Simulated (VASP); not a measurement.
Band structure of V2N (space group P6_3/mmc). Computed with PBE GGA, VASP's PBE PAW potentials (set 64) (plane waves; VASP 6.6.1).

The moments were started parallel, and other spin orders were not tried in this run.

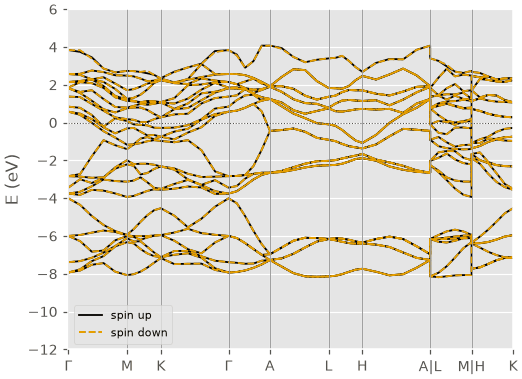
*Bands along high-symmetry lines, zero at the valence-band maximum or, without a gap, the Fermi level*

Task: Read the plot: is there a gap, and where are the band edges?

Result: It has no gap at this level: it comes out as a metal or semimetal.

The structure was generated: V2N was put into an ordered model structure, which need not be its known phase. The cell was not relaxed at this level. The k-mesh is coarse (spacing up to 0.49 per Å, 2π included), so the numbers may not be converged in it.
